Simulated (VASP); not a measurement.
Band structure of HfB2 (space group P6/mmm). Method: PBE GGA, VASP's PBE PAW potentials (set 64) (plane waves; VASP 6.6.1).

Unless said otherwise, spin-orbit coupling is left out, though it shifts the bands of the heavy elements here.

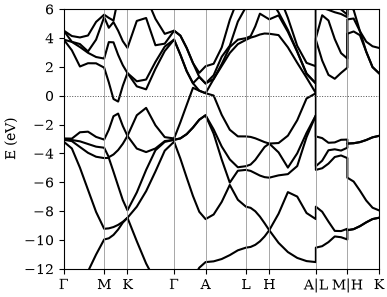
Figure: Bands along high-symmetry lines, zero at the valence-band maximum or, without a gap, the Fermi level

Task: Read the plot: is there a gap, and where are the band edges?

Result: It has no gap at this level: it comes out as a metal or semimetal.

The structure comes from a computed database's HfB2 entry; how it stands against other phases isn't given here. The cell was not relaxed at this level.
